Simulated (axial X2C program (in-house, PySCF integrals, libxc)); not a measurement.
# ScN⁺: from the state search to constants

Aim: find the lowest determinant of ScN⁺, scan the bond at several levels and fit the constants, once spin-free and once with spin–orbit coupling.

Program: an in-house X2C program for linear molecules on PySCF integrals. Level of theory: all-electron X2C, Sc dyall-cv3z, N dyall-av3z. These are calculated values, not measurements.

## 1. Set-up

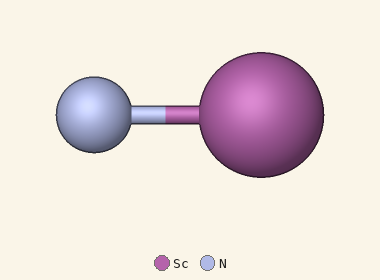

The two atoms at 1.760 Å (scandium pink, nitrogen light blue).

task.json

```json
{"zs": [21, 7], "q": 1, "bas": ["dyall-cv3z", "dyall-av3z"], "levels": ["PBE0", "HF", "B97-3"], "cc": true, "r0": 1.76, "thr": -2.0, "nmax": 90, "npts": 10, "nst": 2, "ntry": 6}
```

Keys: zs atomic numbers; q charge; bas basis sets; levels methods (HF also brings MP2); cc coupled cluster on or off; r0 starting distance in Å; thr threshold in hartree for freezing inner shells (an s shell follows its p shell); nmax most natural virtual spinors; npts points asked for on the curve; nst determinants followed; ntry starts of the search.

Command:

```sh
python so2c.py task.json out
```

Spin-free means the one-electron spin-free X2C Hamiltonian; two-component (2c) means X2C with spin–orbit coupling and atomic mean-field two-electron Coulomb and Gaunt terms. Basis: Sc dyall-cv3z contracted to [10s11p7d5f2g], N dyall-av3z contracted to [7s7p3d2f]; Gaussian nuclei, density fitting. Masses: Sc 44.956 u, N 14.003 u.

Notation: σ, π±, δ± give the projection m of an orbital's angular momentum (0, ±1, ±2), α and β its spin, Λ and M_S the sums; ω is the projection of a spinor's total angular momentum and Ω the sum. Logs are in hartree.

The results follow Hamiltonian by Hamiltonian and level by level.

## 2. Search for the lowest determinant

PBE0 moves the distance from 1.760 Å to 1.650 Å and compares determinants there.

Spin-free determinants:

```json
{"ΔE (eV)": "0.00", "state": "M_S = 1/2, Λ = 0", "open shells": "beyond closed shells: σα"}
{"ΔE (eV)": "0.66", "state": "M_S = 1/2, Λ = 1", "open shells": "beyond closed shells: π+α, π+β, π-α"}
{"ΔE (eV)": "3.04", "state": "M_S = 3/2, Λ = 1", "open shells": "beyond closed shells: 2 × σα, π+α, π+β, π-α"}
{"ΔE (eV)": "3.10", "state": "M_S = 3/2, Λ = 3", "open shells": "beyond closed shells: σα, π+α, π+β, π-α, δ+α"}
{"ΔE (eV)": "3.10", "state": "M_S = 3/2, Λ = 1", "open shells": "beyond closed shells: σα, π+α, π-α, π-β, δ+α"}
{"ΔE (eV)": "3.26", "state": "M_S = 1/2, Λ = 1", "open shells": "beyond closed shells: σα, π+α, π-α, π-β, δ+β"}
{"ΔE (eV)": "3.58", "state": "M_S = 1/2, Λ = 1", "open shells": "beyond closed shells: 2 × σα, π+α, π+β, π-β"}
```

Two-component determinants:

```tsv
ΔE (eV)	state	open shells
0.00	Ω = 1/2	excess of +ω over −ω: ω = 1/2
0.66	Ω = 3/2	excess of +ω over −ω: ω = 3/2
3.04	Ω = 5/2	excess of +ω over −ω: 2 × ω = 1/2, ω = 3/2
3.10	Ω = 3/2	excess of +ω over −ω: ω = 3/2
3.11	Ω = 9/2	excess of +ω over −ω: ω = 1/2, ω = 3/2, ω = 5/2
3.12	Ω = 5/2	excess of +ω over −ω: ω = 5/2
3.21	Ω = 7/2	excess of +ω over −ω: ω = 1/2, 2 × ω = 3/2
```

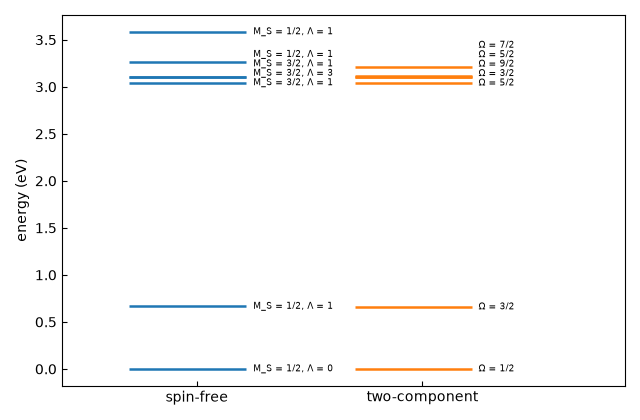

The determinants found, each set from its own lowest.

## 3. PBE0, spin-free

State followed: M_S = 1/2, Λ = 0 (beyond closed shells: σα). The scan is laid around 1.650 Å, a first estimate of the minimum, and this SCF restarts from the orbitals of the search.

Output at 1.650 Å:

```text
spin-free X2C-1e  PBE0
basis functions 188  fitting functions 976  grid points 5073
iter        total energy     max residual
   1       -818.488037344     1.38e-05
   2       -818.488037346     4.61e-06
converged
one-electron -1208.10285658  Coulomb 388.26993264  exact exchange -11.19715800  xc functional -34.60283420  nuclear repulsion 47.14487879
```

Along the bond, energies from the lowest point:

```
R (Å)  E (eV)  μ (D)  HOMO (eV)  LUMO (eV)  iterations
1.502  0.5263  -5.34     -14.00      -9.35          27
1.551  0.2185  -5.64     -13.65      -9.25          26
1.601  0.0505  -5.91     -13.33      -9.15          25
1.650  0.0000  -6.17     -13.04      -9.06           2
1.708  0.0618  -6.44     -12.72      -8.96          27
1.766  0.2249  -6.68     -12.42      -8.88          24
1.840  0.5343  -6.87     -12.04      -8.77          28
```

Dipoles are positive if N is the positive end and refer to the centre of mass.

Outer orbitals at the reference distance:

| symmetry | occupied | ε (eV) | atomic character |
| --- | --- | --- | --- |
| σα | yes | -24.99 | 63% N s, 15% Sc d, 10% Sc p |
| σβ | yes | -23.14 | 62% N s, 15% Sc d, 11% Sc p |
| σα | yes | -14.50 | 66% N p, 26% Sc d, 3% Sc p |
| π+α | yes | -13.55 | 63% N p, 29% Sc d, 3% Sc f |
| π-α | yes | -13.55 | 63% N p, 29% Sc d, 3% Sc f |
| π-β | yes | -13.04 | 57% N p, 35% Sc d, 3% Sc f |
| π+β | yes | -13.04 | 57% N p, 35% Sc d, 3% Sc f |
| σβ | no | -9.06 | 46% N p, 39% Sc d, 7% Sc p |
| σα | no | -7.84 | 59% Sc s, 12% N p, 11% Sc d |
| σβ | no | -7.73 | 59% Sc s, 13% N p, 11% Sc p |
| δ-α | no | -7.19 | 96% Sc d, 2% N d |

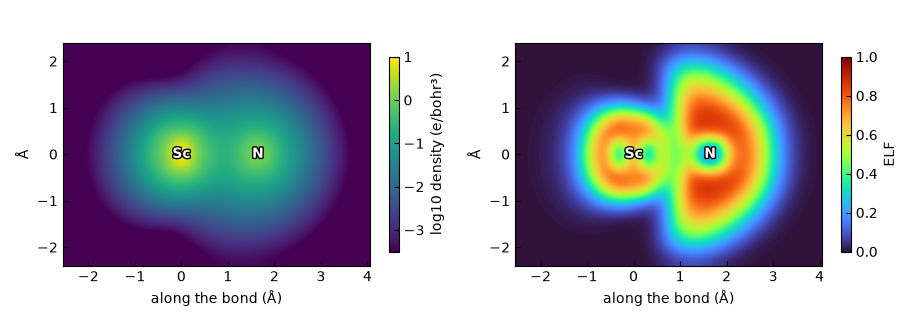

PBE0 fields in a plane through the axis, from a grid of 0.3 Å; Sc lies at z = 0 and N at z = 1.650 Å; the ELF is damped to zero where the density is low.

Re = 1.649 Å, ωe = 1004 cm⁻¹, ωexe = 4.98 cm⁻¹, Be = 0.5803 cm⁻¹, De = 3.69 eV, μ = -6.17 D.

## 4. HF, spin-free

Output at 1.650 Å:

```text
spin-free X2C-1e  HF
basis functions 188  fitting functions 976  grid points 5073
iter        total energy     max residual
   1       -817.476677150     1.82e-01
   2       -817.497458116     1.83e-02
   3       -817.501335438     4.12e-02
   4       -817.502880335     3.23e-03
   5       -817.503294478     4.87e-03
   6       -817.504432318     1.53e-02
   7       -817.505170203     1.32e-02
   8       -817.505744392     4.34e-03
   9       -817.506079086     3.43e-03
  10       -817.506132827     1.92e-03
  11       -817.506146249     3.00e-04
  12       -817.506148184     1.30e-04
  13       -817.506148505     9.40e-05
  14       -817.506148580     2.08e-05
  15       -817.506148594     1.03e-05
  16       -817.506148596     6.59e-06
  17       -817.506148597     1.21e-06
converged
one-electron -1207.14426056  Coulomb 387.35738073  exact exchange -44.86414756  xc functional 0.00000000  nuclear repulsion 47.14487879
```

No constants are quoted: the lowest point is the long end of the scan.

## 5. B97-3, spin-free

Output at 1.650 Å:

```text
spin-free X2C-1e  B97-3
basis functions 188  fitting functions 976  grid points 5073
iter        total energy     max residual
   1       -818.627264800     1.92e-02
   2       -818.627294458     5.18e-03
   3       -818.627399229     1.21e-02
   4       -818.627532350     1.68e-03
   5       -818.627536677     1.78e-04
   6       -818.627537204     1.78e-04
   7       -818.627537249     2.63e-05
   8       -818.627537267     4.62e-05
   9       -818.627537273     6.39e-06
converged
one-electron -1208.10819792  Coulomb 388.28017867  exact exchange -12.06249822  xc functional -33.88189859  nuclear repulsion 47.14487879
```

Re = 1.653 Å, ωe = 1000 cm⁻¹, Be = 0.5777 cm⁻¹, De = 3.80 eV, μ = -6.25 D.

## 6. MP2 and beyond, spin-free

Correlated methods: 15 electrons correlated (frozen shells, counted by type: Sc 2 s, 1 p; N 1 s), 303 virtual spinors in MP2, 90 natural virtuals in coupled cluster.

Output of the correlated part at 1.650 Å:

```text
correlated 15  virtual 303  natural virtual 90  E(MP2) -0.525239150  MP2 remainder -0.030672194
iter   CCSD correlation   residual
   1     -0.486171315   1.93e-01
   2     -0.502959739   1.16e-01
   3     -0.510574302   4.28e-02
   4     -0.512678480   2.48e-02
   5     -0.514202738   1.36e-02
   6     -0.514430921   4.34e-03
   7     -0.514536406   1.32e-03
   8     -0.514561580   4.82e-04
   9     -0.514546883   2.20e-04
  10     -0.514553484   1.09e-04
  11     -0.514548647   4.72e-05
  12     -0.514549344   1.85e-05
  13     -0.514548827   9.23e-06
  14     -0.514548602   3.84e-06
  15     -0.514548543   1.56e-06
  16     -0.514548518   6.65e-07
  17     -0.514548490   2.87e-07
  18     -0.514548487   1.25e-07
(T) -0.027102188  T1 0.0593  D1 0.1299  max T2 0.079
```

T1 in the output is the amplitude norm over the root of the electron number; divide by √2 for the Lee–Taylor value.

MP2: No constants are quoted: the reference is strongly spin-contaminated.

CCSD: Re = 1.650 Å, ωe = 1064 cm⁻¹, Be = 0.5802 cm⁻¹, De = 2.76 eV. T1 at Re = 0.042 (Lee–Taylor, the printed value over √2).

CCSD(T): No constants are quoted: the points don't follow one smooth fit.

## 7. A higher determinant, spin-free

State: M_S = 1/2, Λ = 1 (beyond closed shells: π+α, π+β, π-α).

Output at the reference distance:

```text
spin-free X2C-1e  PBE0
basis functions 188  fitting functions 976  grid points 5073
iter        total energy     max residual
   1       -818.463603050     4.06e-05
   2       -818.463603104     3.33e-05
   3       -818.463603105     5.24e-05
   4       -818.463603123     2.37e-05
   5       -818.463603130     4.70e-06
converged
one-electron -1208.32329620  Coulomb 388.53644257  exact exchange -11.20379886  xc functional -34.61782943  nuclear repulsion 47.14487879
```

```csv
R (Å),E above the lowest PBE0 point (eV)
1.502,1.755
1.551,1.236
1.601,0.881
1.650,0.665
1.708,0.555
1.766,0.565
1.840,0.709
```

No constants are quoted: too few points lie around the minimum for a second fit to confirm the first.

## 8. The spin-free curves together

Energy (eV) of the followed determinant, spin-free, from each level's lowest point:

```
R (Å)   PBE0     HF  MP2 (spin-contaminated)   CCSD  CCSD(T)  B97-3
1.502  0.526  0.892                    0.438  0.606    0.654  0.552
1.551  0.219  0.538                    0.109  0.258    0.277  0.234
1.601  0.051  0.318                    0.000  0.060    0.058  0.058
1.650  0.000  0.187                    0.176  0.000    0.000  0.000
1.708  0.062  0.091                    0.582  0.067    0.093  0.054
1.766  0.225  0.032                    0.996  0.227    0.285  0.210
1.840  0.534  0.000                    1.470  0.511    0.603  0.513
```

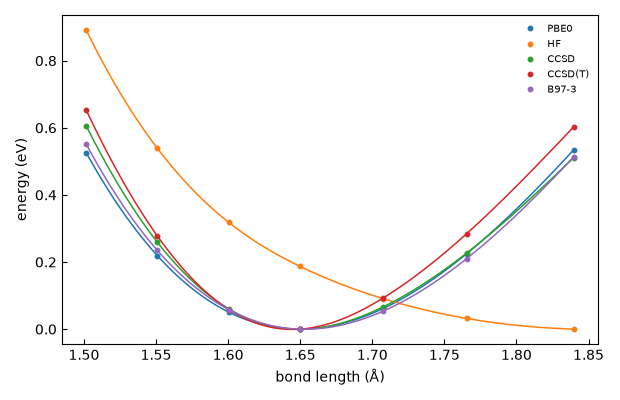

Curves of the followed state, spin-free, each from its own lowest point. Left out: MP2.

## 9. PBE0, 2c

State followed: Ω = 1/2 (excess of +ω over −ω: ω = 1/2). The scan is laid around 1.650 Å, a first estimate of the minimum, and this SCF restarts from the orbitals of the search.

The SCF at the reference distance of 1.650 Å:

```text
two-component X2C + atomic mean field  PBE0
basis functions 188  fitting functions 976  grid points 5073
iter        total energy     max residual
   1       -818.325710138     3.07e-05
   2       -818.325710140     1.50e-05
converged
one-electron -1207.68524826  Coulomb 388.16828850  exact exchange -11.19423468  xc functional -34.59382730  nuclear repulsion 47.14487879  atomic mean-field constant -0.16556719
```

Along the bond, energies from the lowest point:

```csv
R (Å),E (eV),μ (D),HOMO (eV),LUMO (eV),iterations
1.502,0.5251,-5.34,-14.00,-9.36,28
1.551,0.2178,-5.63,-13.65,-9.25,28
1.601,0.0502,-5.91,-13.33,-9.15,29
1.650,0.0000,-6.16,-13.04,-9.06,2
1.708,0.0620,-6.44,-12.72,-8.97,29
1.766,0.2253,-6.67,-12.42,-8.88,28
1.840,0.5349,-6.86,-12.04,-8.77,29
```

Dipoles are positive if N is the positive end and refer to the centre of mass.

Outer spinors at the reference distance:

```json
{"ω": "1/2", "occupied": "yes", "ε (eV)": "-24.99", "atomic character": "63% N s, 15% Sc d, 10% Sc p", "λ mixture": "100% σ"}
{"ω": "-1/2", "occupied": "yes", "ε (eV)": "-23.14", "atomic character": "62% N s, 15% Sc d, 11% Sc p", "λ mixture": "100% σ"}
{"ω": "1/2", "occupied": "yes", "ε (eV)": "-14.51", "atomic character": "66% N p, 26% Sc d, 3% Sc p", "λ mixture": "100% σ"}
{"ω": "-1/2", "occupied": "yes", "ε (eV)": "-13.56", "atomic character": "63% N p, 29% Sc d, 3% Sc f", "λ mixture": "100% π"}
{"ω": "3/2", "occupied": "yes", "ε (eV)": "-13.55", "atomic character": "63% N p, 30% Sc d, 3% Sc f", "λ mixture": "100% π"}
{"ω": "1/2", "occupied": "yes", "ε (eV)": "-13.05", "atomic character": "57% N p, 35% Sc d, 3% Sc f", "λ mixture": "100% π"}
{"ω": "-3/2", "occupied": "yes", "ε (eV)": "-13.04", "atomic character": "57% N p, 35% Sc d, 3% Sc f", "λ mixture": "100% π"}
{"ω": "-1/2", "occupied": "no", "ε (eV)": "-9.06", "atomic character": "46% N p, 39% Sc d, 7% Sc p", "λ mixture": "100% σ"}
{"ω": "1/2", "occupied": "no", "ε (eV)": "-7.84", "atomic character": "59% Sc s, 12% N p, 11% Sc d", "λ mixture": "100% σ"}
{"ω": "-1/2", "occupied": "no", "ε (eV)": "-7.73", "atomic character": "59% Sc s, 13% N p, 11% Sc p", "λ mixture": "100% σ"}
{"ω": "-3/2", "occupied": "no", "ε (eV)": "-7.20", "atomic character": "96% Sc d, 2% N d", "λ mixture": "100% δ"}
```

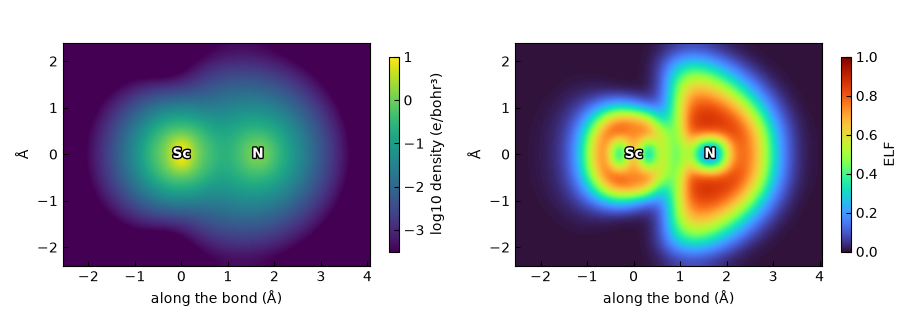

PBE0 fields in a plane through the axis, from a grid of 0.3 Å; Sc lies at z = 0 and N at z = 1.650 Å; the ELF is damped to zero where the density is low.

Re = 1.649 Å, ωe = 1004 cm⁻¹, ωexe = 4.98 cm⁻¹, Be = 0.5804 cm⁻¹, De = 3.69 eV, μ = -6.16 D.

## 10. HF, 2c

Output at 1.650 Å:

```text
two-component X2C + atomic mean field  HF
basis functions 188  fitting functions 976  grid points 5073
iter        total energy     max residual
   1       -817.314586879     1.82e-01
   2       -817.335356314     1.83e-02
   3       -817.339233069     4.12e-02
   4       -817.340778380     3.23e-03
   5       -817.341192218     4.87e-03
   6       -817.342332169     1.54e-02
   7       -817.343072247     1.32e-02
   8       -817.343647944     4.39e-03
   9       -817.343984882     3.45e-03
  10       -817.344038890     1.93e-03
  11       -817.344052512     3.03e-04
  12       -817.344054467     1.31e-04
  13       -817.344054800     9.53e-05
  14       -817.344054882     2.21e-05
  15       -817.344054902     1.38e-05
  16       -817.344054908     1.30e-05
  17       -817.344054912     9.80e-06
  18       -817.344054917     8.44e-06
  19       -817.344054922     1.19e-05
  20       -817.344054925     7.58e-06
  21       -817.344054926     1.73e-06
converged
one-electron -1206.72852581  Coulomb 387.25777015  exact exchange -44.85261087  xc functional 0.00000000  nuclear repulsion 47.14487879  atomic mean-field constant -0.16556719
```

No constants are quoted: the lowest point is the long end of the scan.

## 11. B97-3, 2c

Output at 1.650 Å:

```text
two-component X2C + atomic mean field  B97-3
basis functions 188  fitting functions 976  grid points 5073
iter        total energy     max residual
   1       -818.464975888     1.91e-02
   2       -818.465007198     5.16e-03
   3       -818.465108673     1.20e-02
   4       -818.465242776     1.65e-03
   5       -818.465247052     1.74e-04
   6       -818.465247585     1.78e-04
   7       -818.465247630     2.64e-05
   8       -818.465247649     4.69e-05
   9       -818.465247655     6.21e-06
converged
one-electron -1207.69130055  Coulomb 388.17927931  exact exchange -12.05935687  xc functional -33.87318115  nuclear repulsion 47.14487879  atomic mean-field constant -0.16556719
```

Re = 1.653 Å, ωe = 1000 cm⁻¹, Be = 0.5778 cm⁻¹, De = 3.80 eV, μ = -6.24 D.

## 12. Correlated methods, 2c

Correlated methods: 15 electrons correlated (frozen shells, counted by type: Sc 2 s, 1 p; N 1 s), 303 virtual spinors in MP2, 90 natural virtuals in coupled cluster.

Output of the correlated part at 1.650 Å:

```text
correlated 15  virtual 303  natural virtual 90  E(MP2) -0.525385194  MP2 remainder -0.030667732
iter   CCSD correlation   residual
   1     -0.486301660   1.93e-01
   2     -0.503098523   1.16e-01
   3     -0.510720686   4.28e-02
   4     -0.512831908   2.49e-02
   5     -0.514360882   1.36e-02
   6     -0.514589193   4.35e-03
   7     -0.514694741   1.32e-03
   8     -0.514720016   4.83e-04
   9     -0.514705268   2.21e-04
  10     -0.514711901   1.10e-04
  11     -0.514707036   4.80e-05
  12     -0.514707740   1.97e-05
  13     -0.514707209   1.07e-05
  14     -0.514706965   5.89e-06
  15     -0.514706892   3.81e-06
  16     -0.514706864   2.74e-06
  17     -0.514706805   1.76e-06
  18     -0.514706857   1.02e-06
  19     -0.514706849   4.33e-07
(T) -0.027121384  T1 0.0593  D1 0.1301  max T2 0.079
```

MP2: No constants are quoted: the reference changes its character somewhere along the scan, so the fit is set aside.

CCSD: No constants are quoted: the reference changes its character somewhere along the scan, so the fit is set aside.

CCSD(T): No constants are quoted: the reference changes its character somewhere along the scan, so the fit is set aside.

## 13. A higher determinant, 2c

State: Ω = 3/2 (excess of +ω over −ω: ω = 3/2).

Output at the reference distance:

```text
two-component X2C + atomic mean field  PBE0
basis functions 188  fitting functions 976  grid points 5073
iter        total energy     max residual
   1       -818.301490158     2.39e-05
   2       -818.301490160     1.24e-05
converged
one-electron -1207.90654573  Coulomb 388.43546166  exact exchange -11.20087952  xc functional -34.60883817  nuclear repulsion 47.14487879  atomic mean-field constant -0.16556719
```

| R (Å) | E above the lowest PBE0 point (eV) |
| --- | --- |
| 1.502 | 1.747 |
| 1.551 | 1.229 |
| 1.601 | 0.875 |
| 1.650 | 0.659 |
| 1.708 | 0.549 |
| 1.766 | 0.561 |
| 1.840 | 0.705 |

No constants are quoted: too few points lie around the minimum for a second fit to confirm the first.

## 14. The 2c curves together

Energy (eV) of the followed determinant, 2c, from each level's lowest point:

| R (Å) | PBE0 | HF (jumps) | MP2 (its reference jumps) | CCSD (its reference jumps) | CCSD(T) (its reference jumps) | B97-3 |
| --- | --- | --- | --- | --- | --- | --- |
| 1.502 | 0.525 | 0.987 | 0.437 | 0.605 | 0.652 | 0.551 |
| 1.551 | 0.218 | 0.635 | 0.108 | 0.258 | 0.276 | 0.234 |
| 1.601 | 0.050 | 0.415 | 0.000 | 0.060 | 0.058 | 0.058 |
| 1.650 | 0.000 | 0.284 | 0.177 | 0.000 | 0.000 | 0.000 |
| 1.708 | 0.062 | 0.184 | 0.726 | 0.082 | 0.115 | 0.054 |
| 1.766 | 0.225 | 0.082 | 1.264 | 0.280 | 0.347 | 0.211 |
| 1.840 | 0.535 | 0.000 | 1.621 | 0.587 | 0.695 | 0.514 |

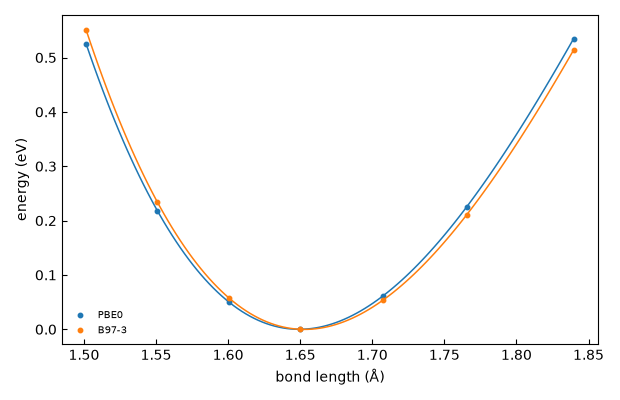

Curves of the followed state, 2c, each from its own lowest point. Left out: HF, MP2, CCSD, CCSD(T).

Time for the job: 3.6 min (1 thread of Arm Neoverse V2, shared host); peak memory 0.96 GiB.

## 15. Results

Lowest determinant that the search found at its distance, spin-free: M_S = 1/2, Λ = 0 (beyond closed shells: σα).

Lowest determinant that the search found at its distance, 2c: Ω = 1/2 (excess of +ω over −ω: ω = 1/2).

| Hamiltonian | level | Re (Å) | ωe (cm⁻¹) | De (eV) | μ (D) |
| --- | --- | --- | --- | --- | --- |
| spin-free | PBE0 | 1.649 | 1004 | 3.69 | -6.17 |
| spin-free | CCSD | 1.650 | 1064 | 2.76 | n/a |
| spin-free | B97-3 | 1.653 | 1000 | 3.80 | -6.25 |
| 2c | PBE0 | 1.649 | 1004 | 3.69 | -6.16 |
| 2c | B97-3 | 1.653 | 1000 | 3.80 | -6.24 |

Dipoles are positive if N is the positive end and refer to the centre of mass. No constants: spin-free HF (the lowest point is the long end of the scan); spin-free MP2 (the reference is strongly spin-contaminated); spin-free CCSD(T) (the points don't follow one smooth fit); 2c HF (the lowest point is the long end of the scan); 2c MP2 (the reference changes its character somewhere along the scan, so the fit is set aside); 2c CCSD (the reference changes its character somewhere along the scan, so the fit is set aside); 2c CCSD(T) (the reference changes its character somewhere along the scan, so the fit is set aside).

Time per point (s) on 1 thread of Arm Neoverse V2, shared host (2c runs); the times are rough: PBE0 0.96, B97-3 1.

**Reading.** At PBE0, going from spin-free to two-component changes Re by 0 mÅ, ωe by 0.0 %, which is small (part of it comes from the scalar share of the two-electron terms). De moves by 0.00 eV; both De rest on single-determinant atoms, which can miss part of an open shell's spin–orbit lowering.

De refers to Sc+ + N, each in the lowest determinant found, which need not be this curve's own limit. Each curve is one determinant whose occupation by symmetry is held fixed; it was picked as the lowest of a PBE0 search that is not exhaustive. Dissociation energies refer to the lowest single-determinant-based atoms at the same level and basis. Density functionals use the spin component along the axis (collinear). CCSD and (T) use frozen natural virtuals with an MP2 correction for the truncation. The spin-free determinant is spin-contaminated at some levels. T1 at Re is 0.042 (Lee–Taylor), above the customary mark of 0.02.
